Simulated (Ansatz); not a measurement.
A series of calculations on C₂H₃NO₂

## 1. Relaxation

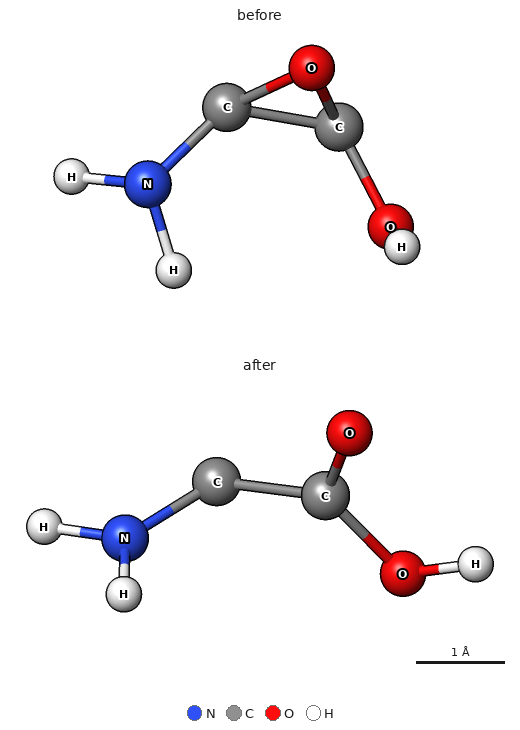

The structure of C$_{2}$H$_{3}$NO$_{2}$ before (top) and after (bottom) a relaxation, at one scale.

The picture is a ball-and-stick view, seen face on.

The run prepares an end point of a later path (torsion) calculation, from a guessed geometry.

Computed with RKS revPBE-D4/6-31G* (Ansatz).

The input:
```yaml
crystal:
  periodic: [false, false, false]
  atoms:
    - { symbol: "N", position_ang: [-0.1994, 1.25, 0.067] }
    - { symbol: C, position_ang: [0.7004, 0.3965, -0.3568] }
    - { symbol: C, position_ang: [0.5852, -0.93, -0.4654] }
    - { symbol: O, position_ang: [-0.4443, -1.6185, -0.14] }
    - { symbol: O, position_ang: [1.4109, -0.3878, 0.5047] }
    - { symbol: H, position_ang: [-1.1472, 0.8397, 0.1487] }
    - { symbol: H, position_ang: [-0.3287, 2.0246, -0.6455] }
    - { symbol: H, position_ang: [-0.4848, -1.6317, 0.8316] }
basis:
  gaussian: { orbitals: "6-31G*" }
hamiltonian:
  xc: revpbe
  dispersion: d4
relax:
  f_tol: 0.015
  max_steps: 40
```

Run as
```bash
ansatz run input.yaml --threads 1 --pin off --max-ram 2048MiB --backend cpu --events-out ev --progress --plain --runs-dir out
```

Q: What changed between the two?

A: After 16 accepted moves (17 points after the start) the energy has fallen by 428.7 kJ/mol. The largest force component goes from 5 to 0.0099 eV/Å. The line search rejected the trial step at point 11 of the run. The atom that moves furthest after the best rigid fit is H8 (1.00 Å). By element the largest moves are H 1.00 Å, C 0.65 Å, O 0.61 Å, N 0.48 Å. Some distances before and after: C2–O5 1.365 → 2.372 Å, C3–O5 1.385 → 1.235 Å, C2–C3 1.336 → 1.468 Å, C3–O4 1.281 → 1.375 Å. Bonds break, among them: C2–O5 (1.36 → 2.37 Å). Bond angles that change, for instance: C2–C3–O5 60.2° → 122.5°, C2–N1–H6 113.3° → 126.4°, N1–C2–C3 127.9° → 115.5°. Cost: 25 s on 1 thread of Intel(R) Xeon(R) 6975P-C (Granite Rapids), with other jobs on the host, peak memory 0.16 GiB.

## 2. Relaxation

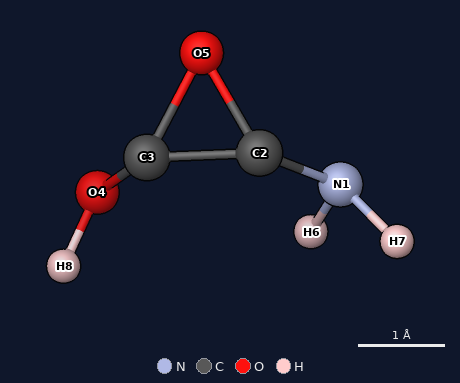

This is the input geometry for a relaxation of C2H3NO2. The picture is a ball-and-stick view, seen at a tilt.

The run prepares an end point of a later path (torsion) calculation, from a guessed geometry.

The calculation used RKS revPBE-D4/6-31G* in Ansatz 0.2.0.

The input:
```yaml
crystal:
  periodic: [false, false, false]
  atoms:
    - { symbol: "N", position_ang: [-0.1994, 1.25, 0.067] }
    - { symbol: C, position_ang: [0.7004, 0.3965, -0.3568] }
    - { symbol: C, position_ang: [0.5852, -0.93, -0.4654] }
    - { symbol: O, position_ang: [-0.4443, -1.6185, -0.14] }
    - { symbol: O, position_ang: [1.4109, -0.3878, 0.5047] }
    - { symbol: H, position_ang: [-1.1472, 0.8397, 0.1487] }
    - { symbol: H, position_ang: [-0.3287, 2.0246, -0.6455] }
    - { symbol: H, position_ang: [-0.86455, -1.91344, -0.96597] }
basis:
  gaussian: { orbitals: "6-31G*" }
hamiltonian:
  xc: revpbe
  dispersion: d4
relax:
  f_tol: 0.015
  max_steps: 40
```

Launched with:
```bash
ansatz run input.yaml --threads 1 --pin off --max-ram 2048MiB --backend cpu --events-out ev --progress --plain --runs-dir out
```

What does the optimiser find from here?

Answer. H6 moves most after the best rigid fit: 1.70 Å. By element the largest moves are H 1.70 Å, C 1.34 Å, O 0.76 Å, N 0.36 Å. Some distances before and after: C2–O5 1.365 → 2.490 Å, C2–C3 1.336 → 1.554 Å, C3–O5 1.385 → 1.227 Å, C3–O4 1.281 → 1.356 Å. Bonds break, among them: C2–O5 (1.36 → 2.49 Å). Among the angles between lasting bonds that change: C2–C3–O5 60.2° → 126.7°, N1–C2–C3 127.9° → 105.4°, C2–C3–O4 125.6° → 110.8°. After 29 accepted moves (30 points after the start) the energy has fallen by 427.3 kJ/mol. Largest force component: 4.6 eV/Å at the start, 0.0062 eV/Å at the end. The line search rejected the trial step at point 24 of the run. The run took 40 s on 1 thread of Intel(R) Xeon(R) 6975P-C (Granite Rapids), on a shared host, peak memory 0.17 GiB.

The structure at the end:

```xyz
8

N    -0.2632    1.3526   -0.2729
C    -0.5448    0.1848   -0.8029
C     0.2847   -0.8484    0.0094
O     0.0585   -2.1072   -0.4412
O     1.0509   -0.6068    0.9367
H     0.3997    1.4460    0.5270
H    -0.6851    2.2123   -0.6315
H    -0.5884   -1.9721   -1.1779
```

After the run, drawn alike:

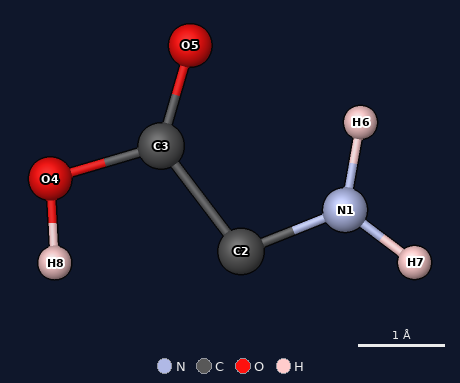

## 3. Path

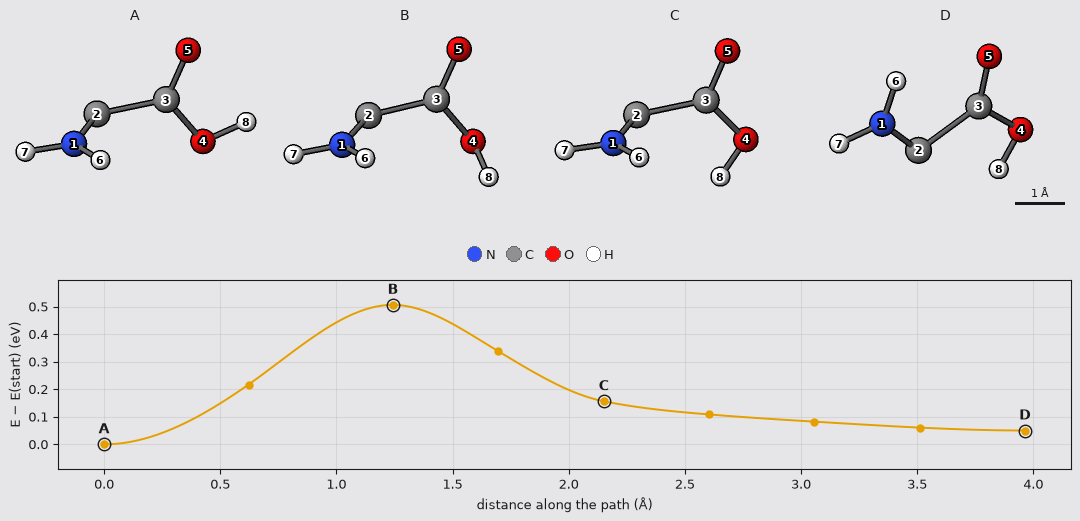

NEB run on C2H3NO2. Images are numbered from 0 (start) to 8 (end). Frames A to D are images 0, 2, 4, 8. Style: ball-and-stick. Shown at a tilt.

Computed with RKS revPBE-D4/6-31G* (Ansatz). Run with 7 movable images; climbing image; force threshold 0.05 eV/Å; iteration limit 60; starting path through a guess of the saddle point.

Q: What happens along the path, and what is the barrier?

A: The energy climbs by 0.51 eV to image 2 and then falls by 0.46 eV, so the end point sits at +0.05 eV. The motion is a rotation about the C3–O4 bond by about 185°, with a turn of about 80° about C2–C3. No bond forms or breaks between the ends. Bond angles that change up to the highest image, for instance: N1–C2–C3 115.5° → 119.7°, C3–O4–H8 104.4° → 107.7°. The band converged in 17 iterations, with a climbing image at the top. At the top, the vibrational analysis gives one imaginary mode (508i cm⁻¹), as a transition state must have.
